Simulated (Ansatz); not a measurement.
# Mg2MnCdN, from a guessed structure to a relaxed one, part 2 of 2

This structure for Mg2MnCdN is made up. Its elements were placed in a known structure type with a cell scaled to their sizes. What cell does the guess relax to, and how far off was it?

Ansatz 0.2.0; DFT, PBE, plane-wave PAW, files of the set soft_1, scalar-relativistic, ferromagnetic start, cell and ions relaxed at zero pressure; PAW set soft_1 (the session's first sound run).

So far: Set-up; Relaxation of the guess. The relaxed cell has a = 4.166, c = 4.924 Å (conventional setting).

## 3. Electronic structure of the relaxed cell

A second self-consistent run takes a narrower smearing and the mesh shown in its input; the bands follow along the standard path of the relaxed lattice.

This step: DFT, PBE, plane-wave PAW, files of the set soft_1, scalar-relativistic, ferromagnetic start, bands and density of states at the relaxed cell; PAW set soft_1 (Ansatz 0.2.0).

File input.yaml:

```yaml
crystal:
  lattice:
    - [4.1657063476, 0.0, 0.0]
    - [0.0, 4.1657063476, 0.0]
    - [0.0, 0.0, 4.9242540814]
  atoms:
    - { symbol: Cd, position: [0.5, 0.5, 0.0] }
    - { symbol: Mn, position: [0.0, 0.0, 0.0], spin: 4.0 }
    - { symbol: Mg, position: [0.0, 0.5, 0.5] }
    - { symbol: Mg, position: [0.5, 0.0, 0.5] }
    - { symbol: "N", position: [0.5, 0.5, 0.5] }
magnetization:
  spin_polarized: true
kpoints:
  mp_grid: { grid: [8, 8, 6] }
  band_path:
    path:
      - [[0.0, 0.0, 0.0], [0.0, 0.5, 0.0], [0.5, 0.5, 0.0], [0.0, 0.0, 0.0], [0.0, 0.0, 0.5], [0.0, 0.5, 0.5], [0.5, 0.5, 0.5], [0.0, 0.0, 0.5]]
      - [[0.0, 0.5, 0.0], [0.0, 0.5, 0.5]]
      - [[0.5, 0.5, 0.0], [0.5, 0.5, 0.5]]
    npoints: 8
scf:
  occupations: { method: fermi_dirac, width: 0.03 }
  n_extra_bands: 11
hamiltonian:
  xc: pbe
  pseudopotentials: { kind: paw, azcp: { folder: soft_1 } }
output:
  forces: true
  stress: true
  write_bands: true
  dos: { projected: true }
  write_density: true
  write_potential: true
  elf: true
  volumetric_format: npy
```

Launch:

```bash
> ansatz run input.yaml --threads 4 --pin off --max-ram 8192MiB --backend cpu --events-out ev --progress --plain --runs-dir out
```

Numbers of over 12 decimals in the logs are rounded to 6 here.

What it wrote:

```text
[...]
Crystal: 5 atoms, lattice volume = 85.451 Å³
Basis set: ecut = 420 eV, 1681 PW (Γ), exchange–correlation on 60×60×72 points (8 copies of the dense FFT grid, shifted against one another)
Bands: 41, of which v1, the nominal top of the filled ones, is band 30 counted from 1 (29 counted from 0)
Symmetry: 16 space group operations
[...]
k-points: 60 of 384
[...]
Starting moments: Σ|m| = 4 μB on 1 of 5 sites
[...]
SCF iter   1: F=—  HF=-16384.127389 eV  |F-HF|=—  |Δ(HF+E_count)|=         —  Δρ=3.30e-2 (↑3.30e-2 ↓2.00e-2)  dr2=2.30e0  dr2_m=1.42e-1  M=4.124 μB ∫|m|=4.457 μB  β_m=0.30  ethr=3.10e-3  ⟨swp⟩=6.1  Hψ=18499  notcnv=0
[...]
SCF iter  13: F=-16384.140544 eV  HF=-16384.140544 eV  |F-HF|=7.26e-9  |Δ(HF+E_count)|=   7.12e-9  Δρ=2.46e-6 (↑1.98e-6 ↓2.46e-6)  dr2=1.06e-8  dr2_m=6.32e-10  M=4.038 μB ∫|m|=4.557 μB  ethr=1.39e-10  ⟨swp⟩=11.0  Hψ=32617  notcnv=0
SCF 1 converged in 13 iterations: F = -16384.140544 eV  dr2 = 1.06e-8
[...]
NSCF: frozen V_eff on 75 k-points
SCF converged after 13 iterations
Magnetization: 4.0376 μB (32.0188 up, 27.9812 down)
Absolute magnetization: 4.5575 μB (∫|ρ↑−ρ↓|, with the PAW one-centre terms)
[...]
Per-site moments (μB) at R_I (Å): [(-0.011472, 1.015627), (4.007405, 1.215060), (-0.00873758, 0.859177), (-0.00873758, 0.859177), (0.078477, 0.859177)]
Free energy (F): -16384.140544 eV
[...]
Internal energy: -16384.131931 eV  (E = F + TS)
E sigma→0 (E₀):  -16384.136238 eV
Entropy (-TS):   -0.008613 eV (-1.723 meV/atom)
Fermi energy:    9.842575 eV
[...]
--- Stress (GPa, compression-positive) ---
       -0.255414       0.000000       0.000000
        0.000000      -0.255414       0.000000
        0.000000       0.000000       0.160018
  P = ⅓ Tr σ = -0.1169 GPa (-1.169 kbar)
--- Band table (eV; the first three rows and the last of 120) ---
  k-point 0 ↑: bands = [... 26 lower, 6.7415, 7.0198, 7.0837, 7.0837, 7.4000, 11.0321, 11.5614, 12.6541, ... 7 higher]
  k-point 1 ↑: bands = [... 26 lower, 7.0009, 7.0261, 7.1382, 7.1382, 7.4010, 10.2599, 12.4007, 12.4897, ... 7 higher]
  k-point 2 ↑: bands = [... 26 lower, 7.0387, 7.2791, 7.2791, 7.3983, 7.4029, 9.6295, 12.1348, 12.1348, ... 7 higher]
  k-point 59 ↓: bands = [... 26 lower, 8.4452, 8.4452, 9.9891, 10.5133, 10.5266, 10.5266, 10.9619, 11.1362, ... 7 higher]
```

The job ended after 11 s (4 threads of Arm Neoverse V2, shared host; peak memory 0.61 GiB; 42 s of CPU time).

Reading the cycles: dr2 is the Hartree energy of the density residual (eV), the measure of convergence; HF is the Harris–Foulkes estimate of the energy, which meets the free energy F at convergence.

Numbers from this step:

```
free energy             : -16384.1405 eV
energy at zero smearing : -16384.1362 eV
smearing term TS        : 0.008613 eV
Fermi energy            : 9.843 eV
magnetization           : 4.038 μB
absolute magnetization  : 4.558 μB
site moments            : -0.01147, 4.007, -0.008738, -0.008738, 0.07848 μB
pressure                : -0.1169 GPa
```

bands.tsv at the labelled points (eV, zero at the Fermi level; the bands that come nearest the Fermi level along the path):

```tsv
point	band_31_up	band_32_up	band_33_up	band_26_dn	band_27_dn	band_28_dn	band_29_dn	band_30_dn
Γ	1.19	1.72	2.81	-1.40	0.07	0.91	0.91	1.07
X	-1.55	1.34	3.35	-1.41	-0.33	0.40	0.72	0.92
M	-0.21	-0.21	0.60	-1.96	-0.05	-0.05	0.42	0.42
Γ	1.19	1.72	2.81	-1.40	0.07	0.91	0.91	1.07
Z	-0.34	2.10	2.10	0.10	0.20	0.45	0.94	0.94
R	0.35	0.84	1.84	-0.57	0.16	0.43	0.46	0.65
A	-1.53	-1.37	-0.38	-1.40	-1.40	0.15	0.67	0.68
Z	-0.34	2.10	2.10	0.10	0.20	0.45	0.94	0.94
X	-1.55	1.34	3.35	-1.41	-0.33	0.40	0.72	0.92
R	0.35	0.84	1.84	-0.57	0.16	0.43	0.46	0.65
M	-0.21	-0.21	0.60	-1.96	-0.05	-0.05	0.42	0.42
A	-1.53	-1.37	-0.38	-1.40	-1.40	0.15	0.67	0.68
```

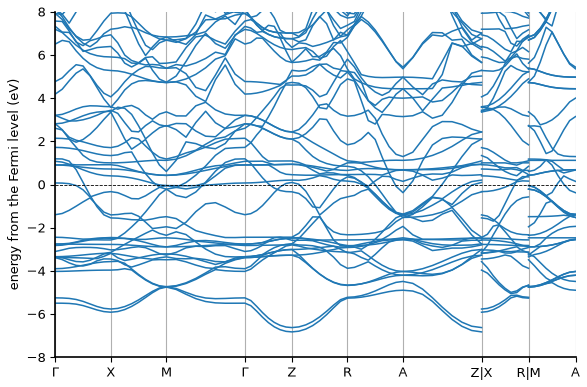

Bands along the path. 44 bands lie wholly below the window drawn.

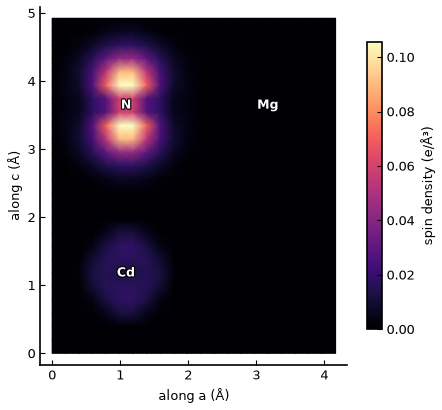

Spin density in the ac plane at fractional y = 0.500, with atoms of Cd and Mg and N within 0.2 Å of it. The map starts off the cell's origin, so that atoms lie inside it.

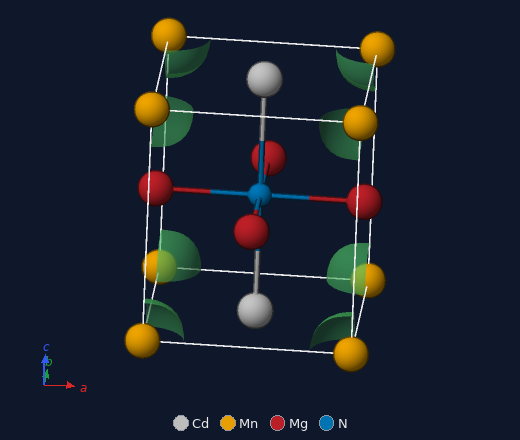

Surface of spin density = 0.3 e/Å³, which holds about 70 % of the integral of its size.

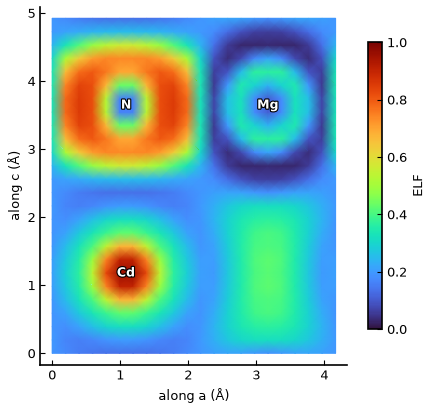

ELF in the ac plane at fractional y = 0.500, with atoms of Cd and Mg and N within 0.2 Å of it. It is the smooth field of the valence electrons, not physical close to the nuclei. The map starts off the cell's origin, so that atoms lie inside it.

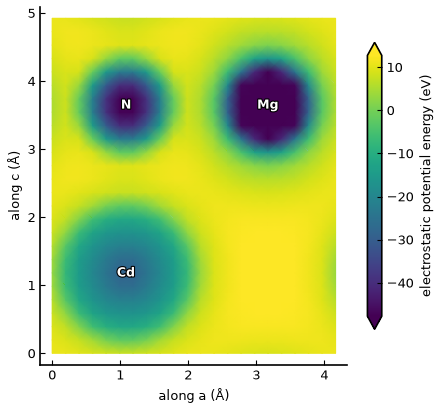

Electrostatic potential energy in the ac plane at fractional y = 0.500, with atoms of Cd and Mg and N within 0.2 Å of it. With pseudopotentials it is smooth inside the atoms' cores, unlike the true potential. The map starts off the cell's origin, so that atoms lie inside it.

## 4. Outcome

```yaml
space_group_relaxed: P4/mmm
conventional_cell: a = 4.166, b = 4.166, c = 4.924 Å; α = 90.0°, β = 90.0°, γ = 90.0°
volume_per_atom: 17.09 Å³ (guess 19.58)
total_moment: 4.08 μB in the cell of 5 atoms
```

**Reading.** Mg2MnCdN relaxes to P4/mmm with a = 4.166, b = 4.166 and c = 4.924 Å. The guessed volume was 15 % too large. The space group P4/mmm was held in the relaxation, so the end point is a stationary structure within it and may be a saddle against distortions or other arrangements. The input starts from parallel moments, and no other start was typed. Bands cross the Fermi level, so it is a metal or semimetal at this level. On the 8×8×6 mesh with the narrower smearing (relaxed on 6×6×6) the forces vanish, as symmetry may demand, and the largest stress component is 0.255 GPa, against the relaxation's thresholds of 0.015 eV/Å and 0.05 GPa. The cutoff wasn't tested. A vector of the cell changed its length by 9 %, more than the volume shows. No dispersion term is used, so weakly bound directions may come out too long. Nothing here tests whether the compound is stable against decomposition.

[Logs are printed without paths, hosts, clocks, repeated set-up lines and the standing remarks that a program may print on its own settings, such as how far it seeks lower states.]

[Hosts, paths, dates, database ids (printed as entryN), source tags and the programs' standing remarks are cut or masked in the printed files.]
